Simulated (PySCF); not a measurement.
# Xe²⁺: dipole response in x2c-TZVPPall plus 1 even-tempered diffuse shell per l

Aim: the static polarisability and the C₆ coefficient of Xe²⁺, method by method.

Method: unrestricted determinants in a Gaussian basis, no spin-orbit coupling in the energies. Code: PySCF 2.14.0.

### 1 The system

- Element: xenon (Z = 54)
- Basis: x2c-TZVPPall with one added diffuse shell each of s, p, d, f type (9s7p5d3f, 76 functions)
- Hamiltonian: scalar relativity by spin-free X2C-1e
- State 1: Xe²⁺: [Kr] 4d10 5s2 5p3 6s1, high-spin 5S determinant (an excited configuration)
- Methods: UHF, PBE, PBE0, B97-3

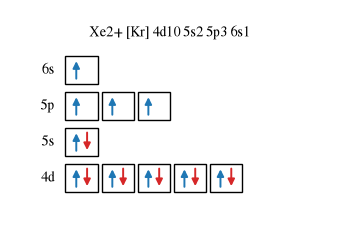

The shells outside the core, filled by Hund's rule for the drawing.

One driver process ran all states and methods and kept the integrals in memory. Each run is shown as a PySCF script that sums up its settings (the driver passes frozen orbitals as a list and adds second-order terms of double hybrids); the logs are those of the runs themselves. The driver starts from symmetry-adapted Hartree-Fock orbitals, holds the occupation by maximum overlap and uses a logarithmic radial grid for functionals, so a plain start would take other cycles.

The integrals over 76 functions and the set-up took 5 s of CPU time.

### 2 Xe²⁺ [Kr] 4d10 5s2 5p3 6s1, method by method

#### UHF

File input.py:

```python
from pyscf import gto, scf, dft, mp, cc
import basis_set_exchange as bse
mol = gto.M(atom="Xe 0 0 0", charge=2, spin=4, symmetry="D2h",
            basis=gto.basis.parse(bse.get_basis("x2c-TZVPPall", elements=["Xe"], fmt="nwchem", augment_diffuse=1)),
            nucmod="G")
mf = scf.UHF(mol).sfx2c1e()
mf.irrep_nelec = {'Ag': (10, 9), 'B1g': (2, 2), 'B2g': (2, 2), 'B3g': (2, 2), 'B1u': (4, 3), 'B2u': (4, 3), 'B3u': (4, 3)}
mf.kernel()
```

Log:

```text
damping factor = 0
level_shift factor = 0
DIIS = <class 'pyscf.scf.diis.CDIIS'>
diis_start_cycle = 1
diis_space = 10
diis_damp = 0
SCF conv_tol = 1e-09
SCF conv_tol_grad = None
number electrons alpha = 28  beta = 24
cycle= 1 E= -7441.79095515198  delta_E= -3.64e-12  |g|= 9.71e-07  |ddm|= 4.03e-05
converged SCF energy = -7441.79095515198  <S^2> = 6.0009894  2S+1 = 5.0003957
```

CPU time 9.6 s on a shared host, the integrals not counted.

Orbital energies by shell (radii are means over both spins):

| shell | electrons | mean orbital energy (eV) | spread (eV) | rms radius (bohr) |
| --- | --- | --- | --- | --- |
| 1s α | 1 | -34752.4 | 0 | 0.0305 |
| 1s β | 1 | -34752.1 | 0 | 0.0305 |
| 2s α | 1 | -5532.6 | 0 | 0.124 |
| 2s β | 1 | -5532.4 | 0 | 0.124 |
| 2p α | 3 | -4964.1 | 0 | 0.111 |
| 2p β | 3 | -4963.9 | 0 | 0.111 |
| 3s α | 1 | -1196.4 | 0 | 0.326 |
| 3s β | 1 | -1196.0 | 0 | 0.326 |
| 3p α | 3 | -1007.9 | 0 | 0.326 |
| 3p β | 3 | -1007.5 | 0 | 0.326 |
| 3d α | 5 | -726.72 | 0 | 0.304 |
| 3d β | 5 | -726.52 | 0 | 0.304 |
| 4s α | 1 | -255.98 | 0 | 0.761 |
| 4s β | 1 | -255.00 | 0 | 0.761 |
| 4p α | 3 | -193.45 | 0 | 0.815 |
| 4p β | 3 | -192.43 | 0 | 0.815 |
| 4d α | 5 | -98.949 | 0 | 0.940 |
| 4d β | 5 | -98.242 | 0 | 0.940 |
| 5s α | 1 | -53.649 | 0 | 1.88 |
| 5s β | 1 | -44.565 | 0 | 1.88 |
| 5p α | 3 | -36.526 | 0 | 2.17 |
| 6s α | 1 | -15.384 | 0 | 4.31 |

⟨S²⟩ = 6.001, ⟨L²⟩ = 0.00.

The driver then solved the coupled dipole response at imaginary frequencies: mean α = 94.68 bohr³, C₆ = 909.3 au for a like pair.

#### PBE

Changes to input.py:

```diff
@@ -5,3 +5,3 @@
             nucmod="G")
-mf = scf.UHF(mol).sfx2c1e()
+mf = dft.UKS(mol, xc="PBE").sfx2c1e()
 mf.irrep_nelec = {'Ag': (10, 9), 'B1g': (2, 2), 'B2g': (2, 2), 'B3g': (2, 2), 'B1u': (4, 3), 'B2u': (4, 3), 'B3u': (4, 3)}
```

Log:

```text
damping factor = 0
level_shift factor = 0
DIIS = <class 'pyscf.scf.diis.CDIIS'>
diis_start_cycle = 1
diis_space = 10
diis_damp = 0
SCF conv_tol = 1e-09
SCF conv_tol_grad = None
number electrons alpha = 28  beta = 24
XC functionals = PBE
    J. P. Perdew, K. Burke, and M. Ernzerhof.,  Phys. Rev. Lett. 77, 3865 (1996)
    J. P. Perdew, K. Burke, and M. Ernzerhof.,  Phys. Rev. Lett. 78, 1396 (1997)
    J. P. Perdew, K. Burke, and M. Ernzerhof.,  Phys. Rev. Lett. 77, 3865 (1996)
    J. P. Perdew, K. Burke, and M. Ernzerhof.,  Phys. Rev. Lett. 78, 1396 (1997)
cycle= 1 E= -7444.24798270351  delta_E= -0.0109  |g|= 0.035  |ddm|= 1.06
cycle= 2 E= -7444.24809925125  delta_E= -0.000117  |g|= 0.00633  |ddm|= 0.119
cycle= 3 E= -7444.24810754377  delta_E= -8.29e-06  |g|= 0.00444  |ddm|= 0.0416
cycle= 4 E= -7444.24811018841  delta_E= -2.64e-06  |g|= 8.41e-05  |ddm|= 0.00708
cycle= 5 E= -7444.24811019229  delta_E= -3.88e-09  |g|= 4.09e-06  |ddm|= 0.000534
cycle= 6 E= -7444.2481101923  delta_E= -1.91e-11  |g|= 5.33e-08  |ddm|= 6.6e-05
converged SCF energy = -7444.2481101923  <S^2> = 6.000401  2S+1 = 5.0001604
```

CPU time 9.1 s on a shared host, the integrals not counted.

The driver then solved the coupled dipole response at imaginary frequencies: mean α = 76.19 bohr³, C₆ = 686.9 au for a like pair.

#### PBE0

Changes to input.py:

```diff
@@ -5,3 +5,3 @@
             nucmod="G")
-mf = dft.UKS(mol, xc="PBE").sfx2c1e()
+mf = dft.UKS(mol, xc="PBE0").sfx2c1e()
 mf.irrep_nelec = {'Ag': (10, 9), 'B1g': (2, 2), 'B2g': (2, 2), 'B3g': (2, 2), 'B1u': (4, 3), 'B2u': (4, 3), 'B3u': (4, 3)}
```

Log:

```text
damping factor = 0
level_shift factor = 0
DIIS = <class 'pyscf.scf.diis.CDIIS'>
diis_start_cycle = 1
diis_space = 10
diis_damp = 0
SCF conv_tol = 1e-09
SCF conv_tol_grad = None
number electrons alpha = 28  beta = 24
XC functionals = PBE0
    C. Adamo and V. Barone.,  J. Chem. Phys. 110, 6158 (1999)
    M. Ernzerhof and G. E. Scuseria.,  J. Chem. Phys. 110, 5029 (1999)
cycle= 1 E= -7444.32827446561  delta_E= -0.00634  |g|= 0.0214  |ddm|= 0.782
cycle= 2 E= -7444.32832367058  delta_E= -4.92e-05  |g|= 0.0069  |ddm|= 0.0332
cycle= 3 E= -7444.328329896  delta_E= -6.23e-06  |g|= 0.0032  |ddm|= 0.024
cycle= 4 E= -7444.32833107772  delta_E= -1.18e-06  |g|= 5.24e-05  |ddm|= 0.00245
cycle= 5 E= -7444.32833108151  delta_E= -3.79e-09  |g|= 3.58e-06  |ddm|= 0.00118
cycle= 6 E= -7444.32833108152  delta_E= -1.09e-11  |g|= 3.97e-07  |ddm|= 7.22e-05
converged SCF energy = -7444.32833108152  <S^2> = 6.0004682  2S+1 = 5.0001873
```

It used 15 s of CPU time after the integrals (shared host).

The driver then solved the coupled dipole response at imaginary frequencies: mean α = 81.47 bohr³, C₆ = 749.7 au for a like pair.

#### B97-3

Changes to input.py:

```diff
@@ -5,3 +5,3 @@
             nucmod="G")
-mf = dft.UKS(mol, xc="PBE0").sfx2c1e()
+mf = dft.UKS(mol, xc="HYB_GGA_XC_B97_3").sfx2c1e()
 mf.irrep_nelec = {'Ag': (10, 9), 'B1g': (2, 2), 'B2g': (2, 2), 'B3g': (2, 2), 'B1u': (4, 3), 'B2u': (4, 3), 'B3u': (4, 3)}
```

Log:

```text
damping factor = 0
level_shift factor = 0
DIIS = <class 'pyscf.scf.diis.CDIIS'>
diis_start_cycle = 1
diis_space = 10
diis_damp = 0
SCF conv_tol = 1e-09
SCF conv_tol_grad = None
number electrons alpha = 28  beta = 24
XC functionals = HYB_GGA_XC_B97_3
    T. W. Keal and D. J. Tozer.,  J. Chem. Phys. 123, 121103 (2005)
cycle= 1 E= -7444.26855805382  delta_E= -0.006  |g|= 0.0203  |ddm|= 0.672
cycle= 2 E= -7444.26859856815  delta_E= -4.05e-05  |g|= 0.00837  |ddm|= 0.039
cycle= 3 E= -7444.26860768459  delta_E= -9.12e-06  |g|= 0.00274  |ddm|= 0.0211
cycle= 4 E= -7444.268608511  delta_E= -8.26e-07  |g|= 3.47e-05  |ddm|= 0.00198
cycle= 5 E= -7444.26860851241  delta_E= -1.41e-09  |g|= 4.32e-06  |ddm|= 0.000686
cycle= 6 E= -7444.26860851242  delta_E= -1.09e-11  |g|= 4.23e-07  |ddm|= 7.06e-05
converged SCF energy = -7444.26860851242  <S^2> = 6.0005866  2S+1 = 5.0002346
```

CPU time 16 s on a shared host, the integrals not counted.

The driver then solved the coupled dipole response at imaginary frequencies: mean α = 78.44 bohr³, C₆ = 713.8 au for a like pair.

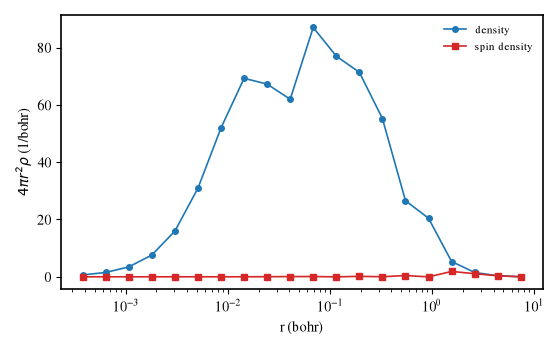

Radial density 4πr²ρ of Xe²⁺ at UHF, without picture-change correction, at 20 stored radii joined by straight lines.

### 3 The response side by side

Xe²⁺ [Kr] 4d10 5s2 5p3 6s1, in atomic units:

| method | mean α | C₆ (like pair) | S(−4) |
| --- | --- | --- | --- |
| UHF | 94.68 | 909.3 | 6716 |
| PBE | 76.19 | 686.9 | 4148 |
| PBE0 | 81.47 | 749.7 | 4793 |
| B97-3 | 78.44 | 713.8 | 4409 |

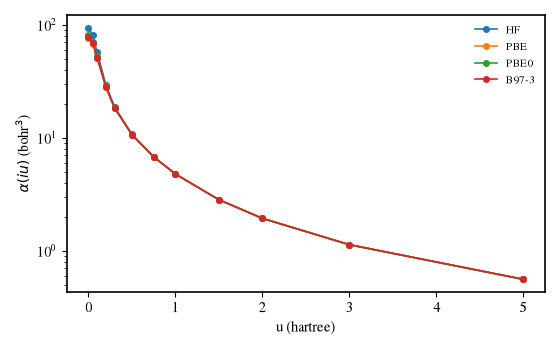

α(iu) of Xe²⁺ [Kr] 4d10 5s2 5p3 6s1, the polarisability at imaginary frequency, on a logarithmic scale.

### 4 Results

```
                       quantity                             value
α of Xe²⁺ [Kr] 4d10 5s2 5p3 6s1  76.19 (PBE) to 94.68 (UHF) bohr³
```

In words: A single London oscillator with the computed α and C₆ of Xe²⁺ [Kr] 4d10 5s2 5p3 6s1 at UHF would have ω = 4 C₆ / (3 α²) = 0.135 hartree. All values hold for this basis alone; no basis-set limit was taken.
